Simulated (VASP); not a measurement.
Band structure of InAs (zinc blende). Method: TPSS meta-GGA, VASP's PBE PAW potentials (set 64) (plane waves; VASP 6.6.1).

Unless said otherwise, spin-orbit coupling is left out, though it shifts the bands of the heavy elements here.

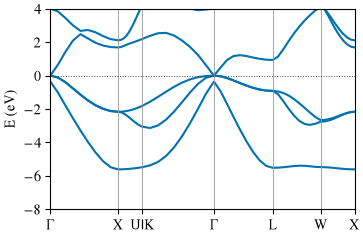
*Bands along high-symmetry lines, zero at the valence-band maximum or, without a gap, the Fermi level*

Task: Read the plot: is there a gap, and where are the band edges?

Result: It has no gap at this level: it comes out as a metal or semimetal.

The compound is InAs in the zinc blende structure. It was relaxed first, which changed the volume by +5 %.
